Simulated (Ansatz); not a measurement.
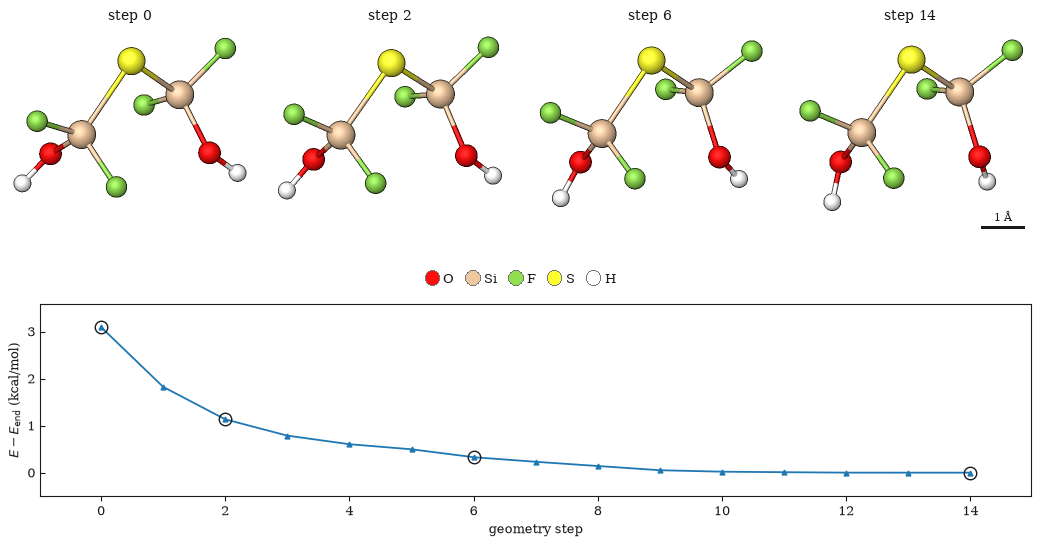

Frames of a relaxation of Si₂H₂SO₂F₄, marked on the history of the run. A ball-and-stick model, seen at a tilt.

The start comes from GFN2-xTB.

Method: RKS PBE0-D4/def2-TZVP (Ansatz 0.2.0).

Input
```yaml
crystal:
  periodic: [false, false, false]
  atoms:
    - {symbol: O, position_ang: [-1.645530, -1.045870, -0.272590]}
    - {symbol: Si, position_ang: [-0.225790, -1.593100, 0.208830]}
    - {symbol: F, position_ang: [0.713210, -1.859430, -1.052680]}
    - {symbol: F, position_ang: [-0.335630, -3.047990, 0.843980]}
    - {symbol: S, position_ang: [0.594290, -0.271920, 1.634010]}
    - {symbol: Si, position_ang: [0.472840, 1.480370, 0.466480]}
    - {symbol: O, position_ang: [1.217120, 1.247780, -0.926100]}
    - {symbol: F, position_ang: [-1.014730, 1.996220, 0.210170]}
    - {symbol: F, position_ang: [1.101320, 2.695490, 1.278880]}
    - {symbol: H, position_ang: [-2.255350, -1.536600, -0.820650]}
    - {symbol: H, position_ang: [1.378260, 1.935050, -1.570320]}
basis:
  gaussian: {orbitals: def2-TZVP}
hamiltonian: {xc: pbe0, dispersion: d4}
relax: {f_tol: 0.005, max_steps: 150}
```

Command:
```bash
ansatz run in.yaml --threads 2 --pin off --events-out ev --progress --plain --max-ram 31744MiB --backend cuda --devices 0, --max-vram 18GiB
```

Describe the path.

Answer. The energy falls by 3.09 kcal/mol in 14 geometry steps. Largest force component: 1 eV/Å at the start, 0.002 eV/Å at the end. The largest moves after the best rigid fit, 0.84 Å, are those of H10 and H11. Largest moves by element: H 0.84 Å, F 0.39 Å, O 0.30 Å, Si 0.07 Å, S 0.04 Å. Among the contacts that change: O1–Si2 1.596 → 1.615 Å, Si2–F3 1.595 → 1.580 Å, Si2–F4 1.591 → 1.578 Å, S5–Si6 2.109 → 2.104 Å. Bond angles that change, for instance: Si6–O7–H11 124.2° → 118.9°, F3–Si2–F4 101.8° → 105.5°, F4–Si2–S5 109.3° → 105.5°. Groups turn about O1–Si2 by about 35°, Si6–O7 by about 35°. The run took about 24 s of wall time on a shared GPU. From step 0 to 2: F and H atoms move most (0.20 Å), energy −1.96 kcal/mol. From step 2 to 6: H atoms move most (0.37 Å), energy −0.80 kcal/mol. From step 6 to 14: H atoms move most (0.29 Å), energy −0.33 kcal/mol.

| step | E − E(0), kcal/mol | largest force component, eV/Å |
| --- | --- | --- |
| 0 | 0.00 | 1.0314 |
| 1 | -1.27 | 0.7705 |
| 2 | -1.96 | 0.3184 |
| 3 | -2.31 | 0.1228 |
| 4 | -2.49 | 0.2162 |
| 5 | -2.60 | 0.1286 |
| 6 | -2.77 | 0.2024 |
| 7 | -2.86 | 0.3251 |
| 8 | -2.95 | 0.2241 |
| 9 | -3.04 | 0.0870 |
| 10 | -3.07 | 0.0896 |
| 11 | -3.08 | 0.0997 |
| 12 | -3.09 | 0.0132 |
| 13 | -3.09 | 0.0057 |
| 14 | -3.09 | 0.0020 |
